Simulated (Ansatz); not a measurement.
Start from CdTe in the zinc blende structure (space group F-43m, No. 216; a = 6.5576 Å). Axes: x, y, z lie along the cube axes.

It is then changed as follows: biaxial strain −1.31 %, plane normal [001], relaxed out of plane (Cartesian); in-plane vectors clamped, the third vector and the atoms free.

The values are results of r2SCAN in Ansatz (plane waves to 500 eV, PAW, no SOC), not measurements.

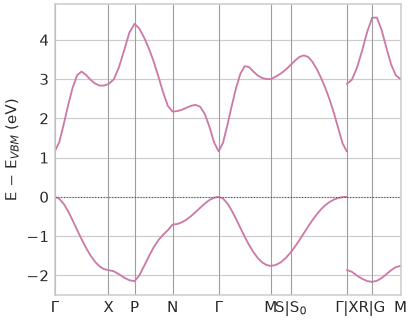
Figure: Highest valence and lowest conduction band along the path of the changed cell's own zone

The gap is 1.16 eV, direct at Γ; the base has 1.17 eV.

Spin-orbit coupling, missing from the scalar runs, can matter with Te. No phonon test of stability was made. k-point labels follow each cell's own Brillouin zone.

Ansatz is a quantum-chemistry and plane-wave program.
